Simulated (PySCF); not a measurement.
# HfO(OH)₂: structure of the singlet

Where does singlet HfO(OH)₂ go from a trigonal planar start, is the end point a minimum, and what are its modes, charges and moments?

The runs use PySCF 2.14.0; PBE0, basis Hf def2-TZVP with ECP60, O def2-TZVP, H def2-TZVP, scalar-relativistic core potentials, no spin–orbit coupling, density fitting.

## 1. The starting structure

6 atoms, charge 0, spin multiplicity 1.

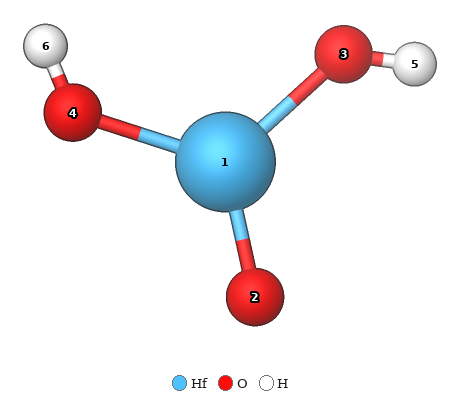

The starting geometry (hafnium blue, oxygen red, hydrogen white); atoms are numbered from 1 in the order of the file.

Coordinates in bohr (charge 0 multiplicity 1):
```
Hf    0.0000    0.0000    0.0000
O     3.4960    0.0000    0.0000
O    -2.0315    3.5187    0.0000
O    -2.0315   -3.5187    0.0000
H    -1.4111    5.2234    0.0000
H    -3.8180   -3.8337    0.0000
```

## 2. The SCF at the typed geometry

The steps below are one call of a driver around PySCF. For each, scf.py gives the equivalent set-up of the SCF; relaxations use the driver's own optimiser. After this first run the driver tries any further starts and a stability analysis.

scf.py reads:

```python
from pyscf import gto, scf, dft
mol = gto.M(atom='''
Hf     0.000000     0.000000     0.000000
O      1.850000     0.000000     0.000000
O     -1.075000     1.862000     0.000000
O     -1.075000    -1.862000     0.000000
H     -0.746700     2.764100     0.000000
H     -2.020400    -2.028700     0.000000''',
    basis={'Hf': 'def2-TZVP', 'O': 'def2-TZVP', 'H': 'def2-TZVP'},
    ecp={'Hf': 'def2-TZVP'},
    charge=0, spin=0)
mf = dft.RKS(mol, xc='PBE0')
mf.grids.atom_grid = (50, 194)
aux = {'Hf': 'def2-universal-JKFIT', 'O': 'def2-universal-JKFIT', 'H': 'def2-universal-JKFIT'}
mf = mf.density_fit(auxbasis=aux)
mf.conv_tol = 1e-08
mf.diis_space = 10
mf.max_cycle = 60
mf.init_guess = 'minao'
mf.verbose = 4
mf.kernel()
```

Run with:

```bash
$ OMP_NUM_THREADS=4 python axn.py task.json out
```

Output:

```text
init E= -255.844746509528
  HOMO = -0.551873954563121  LUMO = -0.314455073733285  gap/eV = 6.46050
cycle= 1 E= -274.402519840326  delta_E= -18.6  |g|= 1.53  |ddm|= 6.45
  HOMO = -0.0904186699878728  LUMO = -0.0640106750825034  gap/eV = 0.71860
cycle= 2 E= -268.609155107773  delta_E= 5.79  |g|= 4.72  |ddm|= 3.25
  HOMO = -0.232756140087219  LUMO = -0.0594984785566588  gap/eV = 4.71458
cycle= 3 E= -274.677027798019  delta_E= -6.07  |g|= 0.876  |ddm|=    3
  HOMO = -0.245189988386076  LUMO = -0.12371986208025  gap/eV = 3.30537
cycle= 4 E= -274.795942849316  delta_E= -0.119  |g|= 0.581  |ddm|= 0.765
  HOMO = -0.301045293450857  LUMO = -0.141115905747935  gap/eV = 4.35190
cycle= 5 E= -274.85262380908  delta_E= -0.0567  |g|= 0.148  |ddm|= 0.312
  HOMO = -0.285268807915116  LUMO = -0.12442178449556  gap/eV = 4.37687
cycle= 6 E= -274.856641286625  delta_E= -0.00402  |g|= 0.0693  |ddm|= 0.112
  HOMO = -0.289052179259336  LUMO = -0.123349229350708  gap/eV = 4.50901
cycle= 7 E= -274.857434638795  delta_E= -0.000793  |g|= 0.0323  |ddm|= 0.0276
  HOMO = -0.291522912614628  LUMO = -0.123259074304915  gap/eV = 4.57869
cycle= 8 E= -274.857628534431  delta_E= -0.000194  |g|= 0.00647  |ddm|= 0.0148
  HOMO = -0.291713232937641  LUMO = -0.123138584996259  gap/eV = 4.58715
cycle= 9 E= -274.857636386443  delta_E= -7.85e-06  |g|= 0.000664  |ddm|= 0.00319
  HOMO = -0.291731910413614  LUMO = -0.123175989856296  gap/eV = 4.58664
cycle= 10 E= -274.857636471722  delta_E= -8.53e-08  |g|= 0.000167  |ddm|= 0.000473
  HOMO = -0.291739289942564  LUMO = -0.123174415787854  gap/eV = 4.58688
cycle= 11 E= -274.8576364777  delta_E= -5.98e-09  |g|= 2.46e-05  |ddm|= 0.000115
  HOMO = -0.291736031597231  LUMO = -0.123177158161809  gap/eV = 4.58672
Extra cycle  E= -274.857636477284  delta_E= 4.16e-10  |g|= 5.65e-05  |ddm|= 4.73e-05
converged SCF energy = -274.857636477284
```

This step, with its further starts and checks, needed 12 s of wall time on 4 threads of Arm Neoverse V2, shared host.

Energies from each starting density:

```
                      start  energy (Eh)
    the minimal-basis guess  -274.857636
a thermally smeared density  -274.857636
      a smeared PBE density  -274.857636
```

No lower closed-shell solution turned up from the other starts or in the test of internal stability.

## 3. Relaxing the singlet from the trigonal planar start

The program finds Cs symmetry in the start, which this walk keeps. Threshold on the gradient: 0.0003 Eh/bohr, with a further test on the energy change.

scf.py: that of step 2 with these lines changed.

```diff
@@ -3,6 +3,6 @@
-Hf     0.000000     0.000000     0.000000
-O      1.850000     0.000000     0.000000
-O     -1.075000     1.862000     0.000000
-O     -1.075000    -1.862000     0.000000
-H     -0.746700     2.764100     0.000000
-H     -2.020400    -2.028700     0.000000''',
+Hf     0.032996    -0.003223     0.000000
+O      1.882996    -0.003223     0.000000
+O     -1.042004     1.858777     0.000000
+O     -1.042004    -1.865223     0.000000
+H     -0.713704     2.760877     0.000000
+H     -1.987404    -2.031923     0.000000''',
@@ -19 +18,0 @@
-mf.init_guess = 'minao'
```

The optimiser's trace:

```csv
step,energy (Eh),change (kJ/mol),largest symmetric gradient (Eh/bohr)
0,-274.857636,0.00,0.07095
1,-274.880094,-58.96,0.03843
2,-274.884638,-70.89,0.01161
3,-274.885093,-72.09,0.00218
4,-274.885325,-72.70,0.00366
5,-274.885677,-73.62,0.00569
6,-274.885827,-74.01,0.00444
7,-274.886008,-74.49,0.00462
8,-274.886232,-75.08,0.00544
9,-274.886531,-75.86,0.00610
10,-274.886638,-76.14,0.00697
11,-274.886787,-76.53,0.00562
12,-274.886950,-76.96,0.00712
13,-274.887210,-77.64,0.00549
14,-274.887332,-77.97,0.01438
15,-274.887831,-79.27,0.00899
16,-274.887940,-79.56,0.02001
17,-274.888674,-81.49,0.00197
18,-274.888943,-82.20,0.00787
19,-274.889057,-82.49,0.00512
20,-274.889178,-82.81,0.00432
21,-274.889234,-82.96,0.00258
22,-274.889256,-83.02,0.00083
23,-274.889261,-83.03,0.00095
24,-274.889264,-83.04,0.00052
25,-274.889265,-83.04,0.00022
```

The walk took 68 s.

Geometry (Å) and forces (eV/Å) at some steps:

```
step 0
Hf   0.033  -0.003   0.000   0.447   0.329   0.000
O    1.883  -0.003   0.000  -3.648  -0.068   0.000
O   -1.042   1.859   0.000   1.565  -2.452   0.000
O   -1.042  -1.865   0.000   1.455   2.244   0.000
H   -0.714   2.761   0.000   0.037  -0.150   0.000
H   -1.987  -2.032   0.000   0.144   0.097   0.000
step 1
Hf   0.006   0.007   0.000  -1.976   0.172   0.000
O    1.765  -0.004   0.000   0.265  -0.058   0.000
O   -0.999   1.789   0.000   1.036  -0.719   0.000
O   -1.000  -1.787   0.000   0.284   0.990   0.000
H   -0.698   2.708   0.000  -0.166  -0.484   0.000
H   -1.944  -1.996   0.000   0.557   0.099   0.000
step 13
Hf  -0.094   0.057   0.000   0.038   0.086   0.000
O    1.676  -0.094   0.000  -0.168  -0.010   0.000
O   -0.858   1.872   0.000   0.025  -0.140   0.000
O   -1.185  -1.570   0.000  -0.237  -0.226   0.000
H   -0.679   2.808   0.000   0.061   0.070   0.000
H   -1.729  -2.358   0.000   0.281   0.220   0.000
step 25
Hf  -0.216   0.079   0.000  -0.009  -0.006   0.000
O    1.533  -0.189   0.000   0.011  -0.008   0.000
O   -0.867   1.943   0.000   0.008   0.009   0.000
O   -1.398  -1.502   0.000  -0.004  -0.003   0.000
H   -0.546   2.842   0.000  -0.004   0.003   0.000
H   -1.375  -2.457   0.000  -0.001   0.004   0.000
```

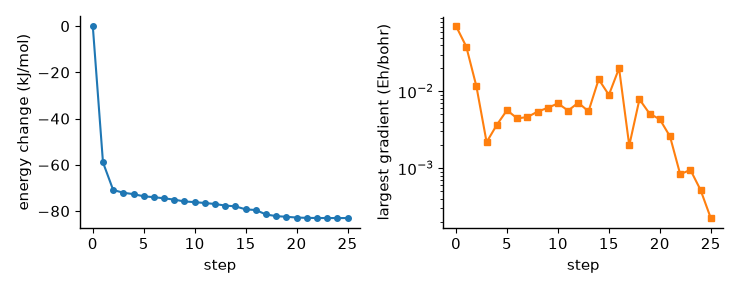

How energy and gradient fall.

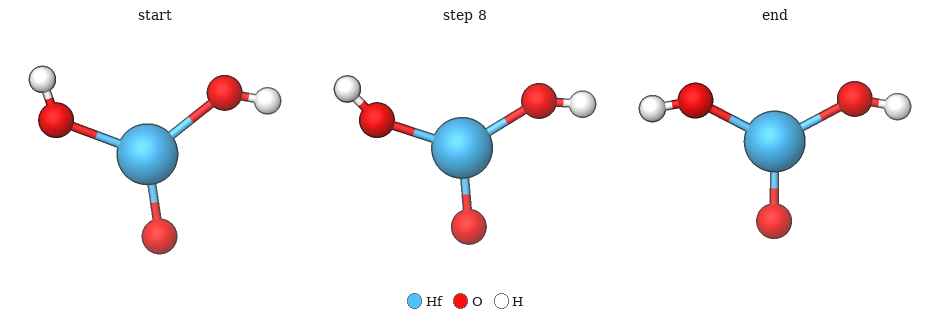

Start and end of the relaxation, with a step between.

End point (C2v, 25 steps, 83.0 kJ/mol gained): Hf–O 1.769 Å, Hf–O 1.974 Å (×2), O–H 0.955 Å (×2); H–O–Hf 141.1°, H–O–Hf 141.8°, O–Hf–O 118.0° (×2), O–Hf–O 124.0°.

## 4. Vibrations and properties at this point

On the finer grid the gradient is checked again; gradients at displacements of ±0.02 bohr then give force constants and infrared intensities.

scf.py: that of step 3 with these lines changed.

```diff
@@ -3,6 +3,6 @@
-Hf     0.032996    -0.003223     0.000000
-O      1.882996    -0.003223     0.000000
-O     -1.042004     1.858777     0.000000
-O     -1.042004    -1.865223     0.000000
-H     -0.713704     2.760877     0.000000
-H     -1.987404    -2.031923     0.000000''',
+Hf     0.008881    -0.001379     0.000000
+O      1.757150    -0.272927     0.000000
+O     -0.633659     1.865212     0.000000
+O     -1.169578    -1.585127     0.000000
+H     -0.318182     2.766491     0.000000
+H     -1.142348    -2.539637     0.000000''',
@@ -13 +13 @@
-mf.grids.atom_grid = (50, 194)
+mf.grids.atom_grid = (75, 302)
@@ -16 +16 @@
-mf.conv_tol = 1e-08
+mf.conv_tol = 1e-10
```

The driver hands on the density of the step before, so the log starts near convergence.

SCF at the final geometry:

```text
init E= -274.88930289551
  HOMO = -0.291308345397879  LUMO = -0.099473457476865  gap/eV = 5.22009
cycle= 1 E= -274.889302895504  delta_E= 5.97e-12  |g|= 6.81e-06  |ddm|= 4.47e-06
  HOMO = -0.291309500972011  LUMO = -0.0994730761712042  gap/eV = 5.22014
Extra cycle  E= -274.889302895473  delta_E= 3.11e-11  |g|= 1.46e-05  |ddm|= 9.46e-06
converged SCF energy = -274.889302895473
```

The whole step took 77 s.

Geometry: C2v; Hf–O 1.769 Å, Hf–O 1.974 Å (×2), O–H 0.955 Å (×2); H–O–Hf 141.7° (×2), O–Hf–O 117.8° (×2), O–Hf–O 124.4°.

Modes, for the most abundant isotopes:

| symmetry | ω (cm⁻¹) | IR (km/mol) | μ (u) |
| --- | --- | --- | --- |
| b1 | 83i | 38.3 | 5.67 |
| a1 | 156 | 0.2 | 5.37 |
| b2 | 191 | 33.0 | 3.78 |
| a1 | 367 | 287 | 1.20 |
| b2 | 393 | 40.8 | 1.51 |
| a2 | 498 | 0.0 | 1.15 |
| b1 | 515 | 301 | 1.18 |
| a1 | 648 | 53.0 | 7.16 |
| b2 | 648 | 188 | 6.63 |
| a1 | 921 | 187 | 16.95 |
| b2 | 3966 | 276 | 1.07 |
| a1 | 3968 | 0.6 | 1.07 |

μ is the mass of the mode for normalised Cartesian displacements, not the reduced mass of the usual diatomic formula.

With 1 mode imaginary (up to 83i cm⁻¹) this point is a saddle.

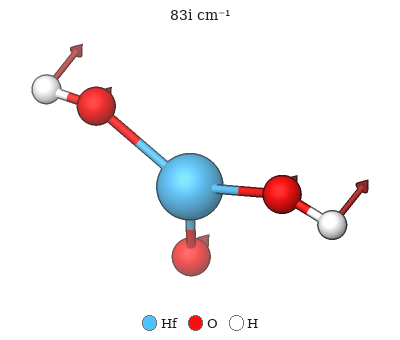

The imaginary mode, as arrows.

Constants and moments:

| Item | Value |
| --- | --- |
| Dipole moment | 2.44 D |
| Highest occupied level | -7.93 eV |
| Lowest empty level | -2.71 eV |
| Rotational constants | 0.2152, 0.1505, 0.08856 cm⁻¹ |
| Zero-point energy (real modes) | 73.4 kJ/mol |
| Principal polarisabilities | 31.5, 46.6, 49.1 bohr³ |
| Atomisation energy without zero-point energy | 2596 kJ/mol |
| Principal traceless quadrupole moments about the centre of mass | -19.66, 8.26, 11.40 D Å |

Populations by atom (charges in e):

```csv
atom,Mulliken,Löwdin,polar tensor,Mayer order to Hf1
Hf1,1.45,0.80,2.49,–
O2,-0.62,-0.39,-1.07,2.10
"O3,4",-0.74,-0.36,-1.03,0.97
"H5,6",0.33,0.16,0.32,0.03
```

Outer orbital energies (eV). occupied: -13.68, -10.06, -9.67, -9.40, -8.96, -8.21, -8.01, -7.93; empty: -2.71, -0.09, 0.38, 0.69.

Mulliken populations on Hf1 (outside its core potential): s 2.18, p 6.33, d 1.89, f 0.16.

## 5. Following the imaginary mode

The start is the last point, displaced along its most imaginary mode.

The program finds Cs symmetry in the start, which this walk keeps. The walk stops when the largest gradient is under 0.0003 Eh/bohr and the energy has settled too.

scf.py: that of step 4 with these lines changed.

```diff
@@ -3,6 +3,6 @@
-Hf     0.008881    -0.001379     0.000000
-O      1.757150    -0.272927     0.000000
-O     -0.633659     1.865212     0.000000
-O     -1.169578    -1.585127     0.000000
-H     -0.318182     2.766491     0.000000
-H     -1.142348    -2.539637     0.000000''',
+Hf     0.011538    -0.001792     0.032842
+O      1.759808    -0.273339    -0.124498
+O     -0.631002     1.864799    -0.106738
+O     -1.166920    -1.585540    -0.106738
+H     -0.315524     2.766078    -0.250000
+H     -1.139690    -2.540050    -0.250000''',
@@ -13 +13 @@
-mf.grids.atom_grid = (75, 302)
+mf.grids.atom_grid = (50, 194)
@@ -16 +16 @@
-mf.conv_tol = 1e-10
+mf.conv_tol = 1e-08
```

Energy and gradient, step by step:

```
step  energy (Eh)  change (kJ/mol)  largest symmetric gradient (Eh/bohr)
   0  -274.889346             0.00                               0.01099
   1  -274.889713            -0.96                               0.00446
   2  -274.890792            -3.79                               0.00350
   3  -274.890950            -4.21                               0.00819
   4  -274.891260            -5.02                               0.00914
   5  -274.891632            -6.00                               0.00358
   6  -274.891800            -6.44                               0.00528
   7  -274.891920            -6.76                               0.00773
   8  -274.892006            -6.98                               0.00330
   9  -274.892052            -7.10                               0.00088
  10  -274.892068            -7.15                               0.00082
  11  -274.892084            -7.19                               0.00115
  12  -274.892096            -7.22                               0.00100
  13  -274.892105            -7.24                               0.00049
  14  -274.892107            -7.25                               0.00020
```

The walk took 40 s.

Geometry (Å) and forces (eV/Å) at some steps:

```
step 0
Hf   0.012  -0.002   0.033   0.230  -0.038   0.060
O    1.760  -0.273  -0.124  -0.355   0.053  -0.009
O   -0.631   1.865  -0.107   0.204   0.359  -0.092
O   -1.167  -1.586  -0.107   0.088  -0.400  -0.112
H   -0.316   2.766  -0.250  -0.169  -0.539   0.076
H   -1.140  -2.540  -0.250   0.002   0.565   0.076
step 1
Hf   0.009  -0.001   0.121   0.043   0.002  -0.129
O    1.739  -0.270  -0.155  -0.187   0.029   0.065
O   -0.630   1.854  -0.133   0.003  -0.232   0.155
O   -1.163  -1.576  -0.133   0.080   0.212   0.145
H   -0.309   2.745  -0.252   0.032  -0.001  -0.118
H   -1.128  -2.522  -0.252   0.029  -0.011  -0.118
step 7
Hf   0.068  -0.011   0.426  -0.289   0.041   0.208
O    1.684  -0.262  -0.217   0.398  -0.060  -0.159
O   -0.634   1.763  -0.010  -0.084   0.065   0.036
O   -1.139  -1.487  -0.010  -0.099  -0.036   0.037
H   -0.354   2.533  -0.497   0.045   0.050  -0.061
H   -1.106  -2.306  -0.497   0.028  -0.061  -0.061
step 14
Hf   0.055  -0.008   0.452  -0.001  -0.006   0.000
O    1.661  -0.258  -0.237  -0.002   0.004   0.003
O   -0.649   1.769   0.009  -0.003  -0.009   0.001
O   -1.155  -1.489   0.009   0.000   0.011   0.003
H   -0.326   2.497  -0.519   0.004   0.008  -0.003
H   -1.068  -2.281  -0.519   0.002  -0.008  -0.004
```

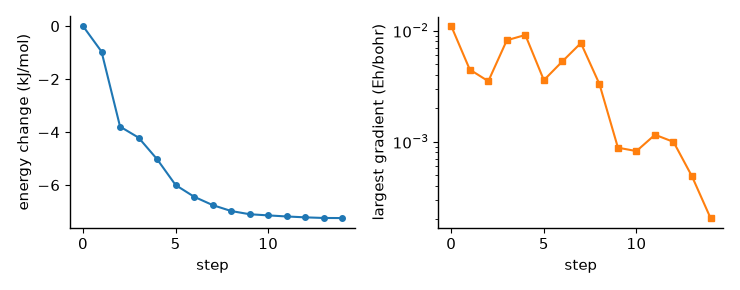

How energy and gradient fall.

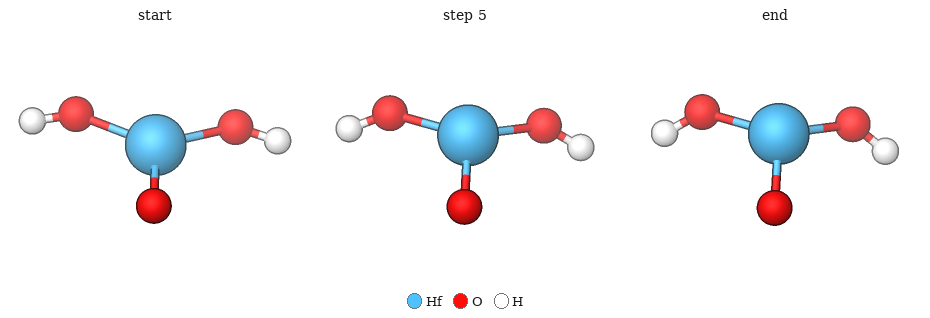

Start and end of the relaxation, with a step between.

End point (Cs, 14 steps, 7.2 kJ/mol gained): Hf–O 1.766 Å, Hf–O 1.962 Å (×2), O–H 0.956 Å (×2); H–O–Hf 133.9° (×2), O–Hf–O 111.5° (×2), O–Hf–O 114.3°.

## 6. Frequencies

The same treatment as at the point before.

scf.py: that of step 5 with these lines changed.

```diff
@@ -3,6 +3,6 @@
-Hf     0.011538    -0.001792     0.032842
-O      1.759808    -0.273339    -0.124498
-O     -0.631002     1.864799    -0.106738
-O     -1.166920    -1.585540    -0.106738
-H     -0.315524     2.766078    -0.250000
-H     -1.139690    -2.540050    -0.250000''',
+Hf     0.028411    -0.004413     0.114269
+O      1.637021    -0.254268    -0.570405
+O     -0.677101     1.772793    -0.326694
+O     -1.182939    -1.483886    -0.326694
+H     -0.352142     2.504335    -0.849040
+H     -1.095189    -2.279531    -0.849040''',
@@ -13 +13 @@
-mf.grids.atom_grid = (50, 194)
+mf.grids.atom_grid = (75, 302)
@@ -16 +16 @@
-mf.conv_tol = 1e-08
+mf.conv_tol = 1e-10
```

SCF at the final geometry:

```text
init E= -274.892216912387
  HOMO = -0.290586721265431  LUMO = -0.0960569502345301  gap/eV = 5.29342
cycle= 1 E= -274.892216912374  delta_E= 1.33e-11  |g|= 9.13e-06  |ddm|= 6.52e-06
  HOMO = -0.290587080533439  LUMO = -0.0960574076836558  gap/eV = 5.29342
Extra cycle  E= -274.892216912337  delta_E= 3.65e-11  |g|= 1.7e-05  |ddm|= 1.2e-05
converged SCF energy = -274.892216912337
```

The whole step needed 84 s of wall time on 4 threads of Arm Neoverse V2, shared host.

Geometry: Cs; Hf–O 1.766 Å, Hf–O 1.962 Å (×2), O–H 0.956 Å (×2); H–O–Hf 133.9° (×2), O–Hf–O 111.6° (×2), O–Hf–O 114.2°.

Modes, for the most abundant isotopes:

```json
{"symmetry": "a'", "ω (cm⁻¹)": "113", "IR (km/mol)": "23.2"}
{"symmetry": "a'", "ω (cm⁻¹)": "177", "IR (km/mol)": "4.1"}
{"symmetry": "a''", "ω (cm⁻¹)": "203", "IR (km/mol)": "28.4"}
{"symmetry": "a'", "ω (cm⁻¹)": "402", "IR (km/mol)": "282"}
{"symmetry": "a''", "ω (cm⁻¹)": "415", "IR (km/mol)": "0.0"}
{"symmetry": "a''", "ω (cm⁻¹)": "496", "IR (km/mol)": "172"}
{"symmetry": "a'", "ω (cm⁻¹)": "519", "IR (km/mol)": "168"}
{"symmetry": "a''", "ω (cm⁻¹)": "651", "IR (km/mol)": "132"}
{"symmetry": "a'", "ω (cm⁻¹)": "657", "IR (km/mol)": "61.2"}
{"symmetry": "a'", "ω (cm⁻¹)": "923", "IR (km/mol)": "165"}
{"symmetry": "a''", "ω (cm⁻¹)": "3955", "IR (km/mol)": "219"}
{"symmetry": "a'", "ω (cm⁻¹)": "3957", "IR (km/mol)": "51.4"}
```

No imaginary mode, so this is a minimum.

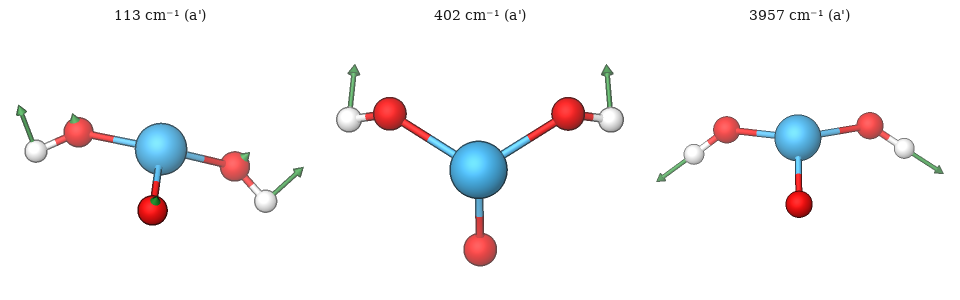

How the atoms move in 3 of the modes.

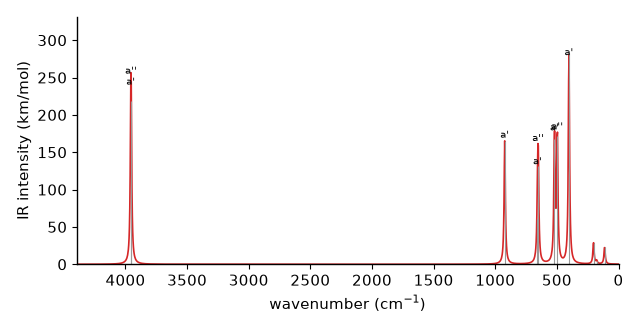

The harmonic infrared spectrum (widths in cm⁻¹). Lines are broadened to a width of 12 cm⁻¹ (Lorentzian).

Constants and moments:

- Dipole moment: 3.47 D
- Highest occupied level: -7.91 eV
- Lowest empty level: -2.61 eV
- Rotational constants: 0.1963, 0.152, 0.09782 cm⁻¹
- Zero-point energy: 74.6 kJ/mol
- Principal polarisabilities: 31.6, 47.7, 48.1 bohr³
- Atomisation energy without zero-point energy: 2604 kJ/mol
- Principal traceless quadrupole moments about the centre of mass: -18.55, 7.69, 10.87 D Å
- Entropy at 298.15 K and 1 bar: 333.6 J/(mol K)
- Heat capacity Cp at 298.15 K: 89.0 J/(mol K)
- Enthalpy at 298.15 K above 0 K: 18.36 kJ/mol
- Rotational symmetry number: 1

Populations by atom (charges in e):

```
atom  Mulliken  Löwdin  polar tensor  Mayer order to Hf1
 Hf1      1.39    0.75          2.29                   –
  O2     -0.61   -0.39         -0.99                2.12
O3,4     -0.72   -0.34         -0.96                1.00
H5,6      0.33    0.16          0.31                0.02
```

Outer orbital energies (eV). occupied: -13.50, -9.91, -9.54, -9.33, -8.81, -8.15, -7.98, -7.91; empty: -2.61, -0.18, 0.38, 0.75.

Mulliken populations on Hf1 (outside its core potential): s 2.22, p 6.28, d 1.96, f 0.15.

## 7. Stability of the closed shell

At the lowest minimum the closed shell is tested against spin polarisation, on the (50, 194) grid. It is stable.

## 8. The points found, side by side

| spin | group | bonds | imaginary modes (cm⁻¹) | ΔE (kJ/mol) | with zero-point energy |
| --- | --- | --- | --- | --- | --- |
| singlet | Cs | Hf–O 1.766 Å, Hf–O 1.962 Å (×2), O–H 0.956 Å (×2) | none | 0.0 | 0.0 |
| singlet | C2v | Hf–O 1.769 Å, Hf–O 1.974 Å (×2), O–H 0.955 Å (×2) | 83i | 7.7 | – |

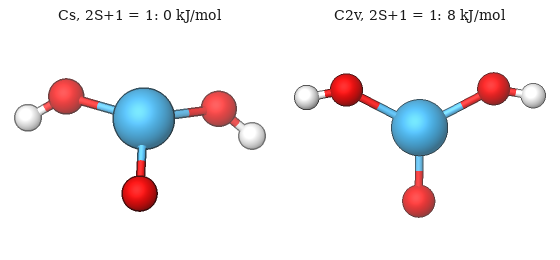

The points, lowest first (hafnium blue, oxygen red, hydrogen white).

## 9. Outcome

| quantity | value |
| --- | --- |
| minimum | singlet, Cs |
| geometry | Hf–O 1.766 Å, Hf–O 1.962 Å (×2), O–H 0.956 Å (×2); H–O–Hf 133.9° (×2), O–Hf–O 111.6° (×2), O–Hf–O 114.2° |
| wavenumbers (cm⁻¹) | 113 (a'), 177 (a'), 203 (a''), 402 (a'), 415 (a''), 496 (a''), 519 (a'), 651 (a''), 657 (a'), 923 (a'), 3955 (a''), 3957 (a') |
| dipole moment | 3.47 D |
| highest occupied, lowest empty level | -7.91, -2.61 eV |
| polar-tensor charge of Hf1 | +2.29 e |
| zero-point energy | 74.6 kJ/mol |
| entropy at 298.15 K | 333.6 J/(mol K) |
| atomisation energy (no zero-point energy) | 2604 kJ/mol |

In words: The trigonal planar start (Cs) ends in a minimum of Cs symmetry, after a stop at a saddle point 7.7 kJ/mol higher, from which it was pushed off along an imaginary mode. The strongest infrared band lies at 402 cm⁻¹ (a'). Other starts or spin states, not run here, may lie lower. With an element this heavy the missing spin–orbit coupling can shift these numbers.

The search up to here took 4.8 min.
